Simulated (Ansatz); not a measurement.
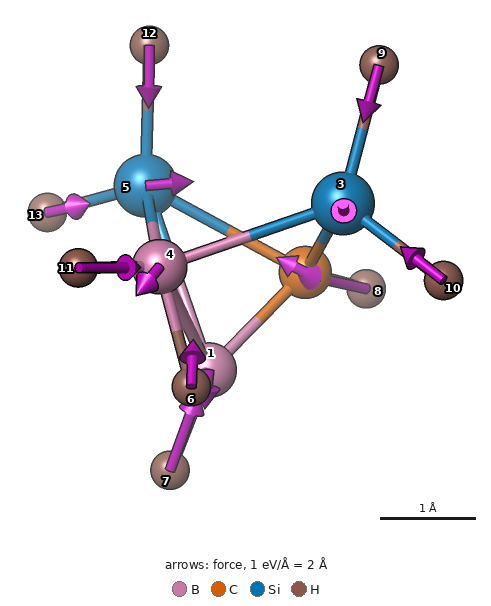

Starting geometry of CH$_{8}$B$_{2}$Si$_{2}$ with the computed forces as purple arrows. The picture is a ball-and-stick view, seen from a free direction.

The start comes from PBE-D4/def2-SVP.

Method: RKS PBE0-D4/def2-TZVP in Ansatz. Settings: force threshold 0.005 eV/Å; at most 150 steps.

Is this structure relaxed? If not, where do the atoms go?

Answer. It isn't relaxed: the largest force vector, on an H atom, is 0.62 eV/Å. The final displacements follow the starting forces only in part (cosine between the two patterns 0.78). After 6 geometry steps the energy has fallen by 1.21 kcal/mol. The largest force component goes from 0.6 to 0.0041 eV/Å. The atom that moves furthest after the best rigid fit is an H atom (0.040 Å). Largest moves by element: H 0.040 Å, Si 0.024 Å, C 0.018 Å, B 0.011 Å. Among the contacts that change: C–Si 1.916 → 1.883 Å, C–Si 1.926 → 1.900 Å, B–H 1.214 → 1.193 Å, B–H 1.374 → 1.354 Å. The run took 40 s on 4 threads of Arm Neoverse V1 (shared host).
